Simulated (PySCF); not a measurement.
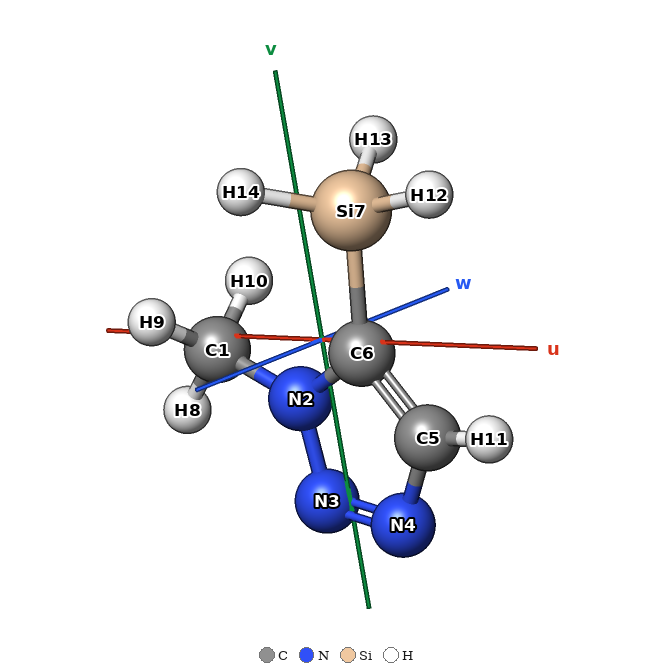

The lines u, v and w are the principal axes of the static dipole polarisability. The geometry was computed by an optimisation with GFN2-xTB. No frequency run is at hand to confirm it as a minimum. Computed with CAM-B3LYP/def2-SVPD (PySCF 2.14.0).

Question. Along which axis is the molecule most polarisable, and along which least?

Answer. Most along v (nearly parallel to the N2–N3 bond), least along w.

Question. Give the three principal values.

Answer. u 87.0, v 95.2, w 58.5 bohr³; mean 80.2, anisotropy 33.4 bohr³.

The geometry is semi-empirical. Around Si such bond lengths and angles can be off by a tenth of an ångström or more and by several degrees, and values that hang on the shape move with them.
